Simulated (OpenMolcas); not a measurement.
# Multiconfigurational calculation for Cr³⁺ complex (part 2 of 2)

The same run, continued: Cr³⁺ with 4 ligands (Br; tetrahedron, 2.45 Å), neutralised by 4 outer point charges of +0.25 e, whose field is part of the energies. Method: state-averaged CASSCF, active space 3 electrons in the shell 3d, basis ANO-RCC-VDZP on the metal and ANO-RCC-VDZP on the ligands, DKH2 scalar Hamiltonian, spin-orbit coupling by RASSI with atomic mean-field integrals (OpenMolcas).

### The program's output (extracts), continued
```
--- RASSI ---
SPIN-FREE ENERGIES:
  (Shifted by EMIN (a.u.) =     -11467.3091985961)

 SF State       Relative EMIN(au)   Rel lowest level(eV)    D:o, cm**(-1)

     1             0.0000000000        0.0000000000              0.0000
     2             0.0000000000        0.0000000000              0.0000
     3             0.0000000006        0.0000000167              0.0001
     4             0.0183056378        0.4981217797           4017.6231
     5             0.0183056378        0.4981217797           4017.6231
     6             0.0183056378        0.4981217797           4017.6231
     7             0.0400706829        1.0903788286           8794.4984
    11             0.0631190569        1.7175570375          13853.0318
    12             0.0631190569        1.7175570375          13853.0318
    13             0.0739956331        2.0135237523          16240.1643
    14             0.0739956331        2.0135237523          16240.1643
    15             0.0739956331        2.0135237523          16240.1643
    16             0.0764763412        2.0810272600          16784.6168
    17             0.0764763412        2.0810272600          16784.6168
    18             0.0764763412        2.0810272600          16784.6168
    10             0.0816201712        2.2209980039          17913.5570
     8             0.0816201712        2.2209980039          17913.5570
     9             0.0816201712        2.2209980039          17913.5570
    19             0.0830709223        2.2604749525          18231.9600
    20             0.0955312863        2.5995387309          20966.6939
    21             0.0955312863        2.5995387309          20966.6939
    22             0.0955312863        2.5995387309          20966.6939
    23             0.1024508346        2.7878292328          22485.3592
    24             0.1024508346        2.7878292328          22485.3592
    25             0.1024508346        2.7878292328          22485.3592
    26             0.1030392977        2.8038421289          22614.5119
    27             0.1030392977        2.8038421289          22614.5119
    28             0.1030392977        2.8038421289          22614.5119
    29             0.1069903490        2.9113557111          23481.6674
    30             0.1069903490        2.9113557111          23481.6674
    31             0.1178409478        3.2066155461          25863.0986
    32             0.1178409478        3.2066155461          25863.0986
    33             0.1178409478        3.2066155461          25863.0986
    34             0.1187600173        3.2316247003          26064.8110
    35             0.1187600173        3.2316247003          26064.8110
    36             0.1187600173        3.2316247003          26064.8110
    37             0.1191926949        3.2433984588          26159.7728
    38             0.1191926949        3.2433984588          26159.7728
    39             0.1666986544        4.5361014720          36586.1257
    40             0.1666986544        4.5361014720          36586.1257
Eigenvalues of complex Hamiltonian:
   -----------------------------------
  (Shifted by EMIN (a.u.) =     -11467.3091985961)

 SO State       Relative EMIN(au)   Rel lowest level(eV)    D:o, cm**(-1)

     1            -0.0006131746        0.0000000000              0.0000
     2            -0.0006131746        0.0000000000              0.0000
     3            -0.0006131744        0.0000000041              0.0000
     4            -0.0006131744        0.0000000041              0.0000
     5            -0.0005179753        0.0025905039             20.8938
     6            -0.0005179753        0.0025905039             20.8938
     7             0.0002586471        0.0237234773            191.3427
     8             0.0002586471        0.0237234773            191.3427
     9             0.0002586475        0.0237234862            191.3428
    10             0.0002586475        0.0237234862            191.3428
    11             0.0007750618        0.0377758367            304.6827
    12             0.0007750618        0.0377758367            304.6827
    13             0.0181585970        0.5108059255           4119.9276
    14             0.0181585970        0.5108059255           4119.9276
    15             0.0181695469        0.5111038893           4122.3309
    16             0.0181695469        0.5111038893           4122.3309
    17             0.0181695469        0.5111038894           4122.3309
    18             0.0181695469        0.5111038894           4122.3309
    19             0.0183953258        0.5172476464           4171.8836
    20             0.0183953258        0.5172476464           4171.8836
    21             0.0184619394        0.5190602953           4186.5036
    22             0.0184619395        0.5190602954           4186.5036
    23             0.0184619395        0.5190602954           4186.5036
    24             0.0184619394        0.5190602953           4186.5036
    25             0.0401298958        1.1086754236           8942.0703
    26             0.0401298958        1.1086754236           8942.0703
    27             0.0401298958        1.1086754236           8942.0703
    28             0.0401298958        1.1086754236           8942.0703
    29             0.0630531841        1.7324498768          13973.1506
    30             0.0630531841        1.7324498768          13973.1506
    31             0.0630531841        1.7324498767          13973.1506
    32             0.0630531841        1.7324498767          13973.1506
    33             0.0737241429        2.0228214581          16315.1553
    34             0.0737241429        2.0228214581          16315.1553
    35             0.0740178015        2.0308123147          16379.6060
    36             0.0740178015        2.0308123147          16379.6060
    37             0.0740178014        2.0308123141          16379.6059
    38             0.0740178014        2.0308123141          16379.6059
    39             0.0759830705        2.0842900095          16810.9326
    40             0.0759830705        2.0842900095          16810.9326
    41             0.0768071090        2.1067132386          16991.7882
Weights of the five most important spin-orbit-free states for each spin-orbit state.

 SO State  Total energy (au)           Spin-free states, spin, and weights
 -------------------------------------------------------------------------------------------------------
    1        -0.000613       2 1.5  0.4924    1 1.5  0.2956    3 1.5  0.2069    4 1.5  0.0024    6 1.5  0.0012
    2        -0.000613       2 1.5  0.4925    1 1.5  0.2956    3 1.5  0.2069    4 1.5  0.0024    6 1.5  0.0011
    3        -0.000613       3 1.5  0.4564    1 1.5  0.3677    2 1.5  0.1708    5 1.5  0.0020    6 1.5  0.0019
    4        -0.000613       3 1.5  0.4564    1 1.5  0.3677    2 1.5  0.1709    5 1.5  0.0020    6 1.5  0.0019
    5        -0.000518       3 1.5  0.3330    2 1.5  0.3330    1 1.5  0.3330    6 1.5  0.0003    4 1.5  0.0003
    6        -0.000518       3 1.5  0.3330    2 1.5  0.3330    1 1.5  0.3330    6 1.5  0.0003    4 1.5  0.0003
    7         0.000259       2 1.5  0.4670    1 1.5  0.4571    3 1.5  0.0731    4 1.5  0.0009    6 1.5  0.0009
    8         0.000259       2 1.5  0.4675    1 1.5  0.4566    3 1.5  0.0731    4 1.5  0.0009    6 1.5  0.0009
    9         0.000259       3 1.5  0.5917    1 1.5  0.2082    2 1.5  0.1973    5 1.5  0.0009    6 1.5  0.0009
   10         0.000259       3 1.5  0.5917    1 1.5  0.2077    2 1.5  0.1978    5 1.5  0.0009    6 1.5  0.0009
   11         0.000775       3 1.5  0.3329    2 1.5  0.3329    1 1.5  0.3329    4 1.5  0.0003    5 1.5  0.0003
   12         0.000775       3 1.5  0.3329    2 1.5  0.3329    1 1.5  0.3329    4 1.5  0.0003    5 1.5  0.0003
```

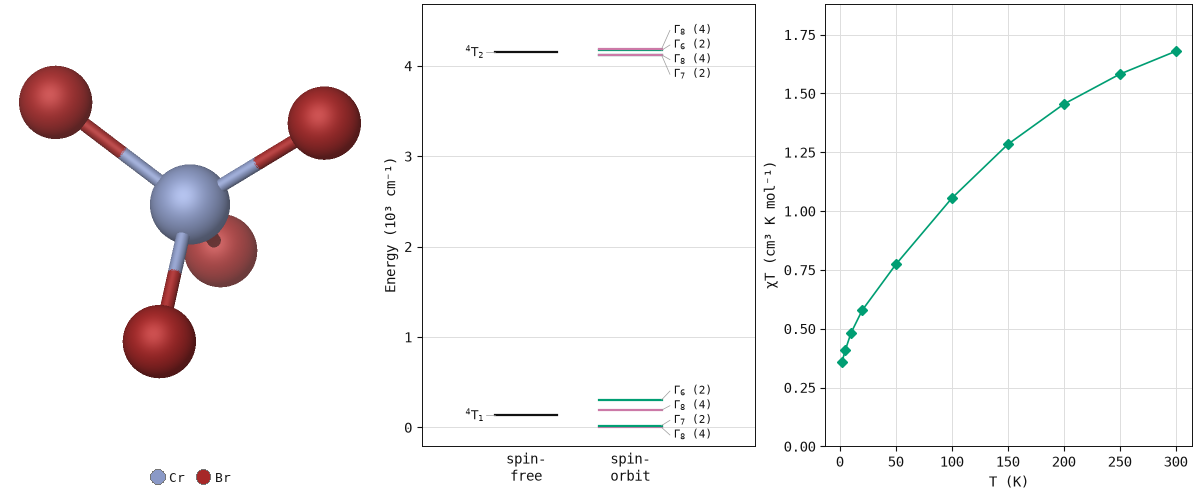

**Figure 1.** Cr³⁺ (3d³) with 4 ligands, Br⁻, at 2.45 Å (arrangement: tetrahedron, Td), neutralised by outer point charges of +0.25 e, and its levels and susceptibility. Labels give the representation in O, Td, D4 or D3 as the site allows (double group for half-integer spin) where it could be assigned and, in brackets, the degeneracy; spin-free states, where drawn, share the zero of the spin-orbit levels. Powder susceptibility by Van Vleck's formula. The ground level is Γ₈, 4-fold degenerate, 100 % from states of spin multiplicity 4. The next level lies at 21 cm⁻¹ (Γ₇). The lowest spin-free state is ⁴T₁; of the same spin there follows at 4,020 cm⁻¹ (⁴T₂) above it. χT is 0.361 cm³ K mol⁻¹ at 2 K and 1.68 at 300 K, an effective moment of 3.67 μB. The active orbitals hold 89 to 95 % metal character (Löwdin), and the Mulliken charge of the metal is +1.16.

### Key numbers

- outcome: converged
- energy of the lowest spin-free term: −11467.30920 hartree
- energy of the lowest spin-orbit level: −11467.30981 hartree
- largest spread among components of a term: 0.0 cm⁻¹
- hardware: 1 thread of Arm Neoverse V2, 24 GiB of memory available, shared host
- wall time: 76 s
- peak memory: 0.27 GiB

### Remarks

Without dynamic correlation the splittings between terms come out too large, often by 20 to 50 %. Limits: covalent bonds, ligand orbitals missing from the active space; distances are set from ionic radii, not optimised.
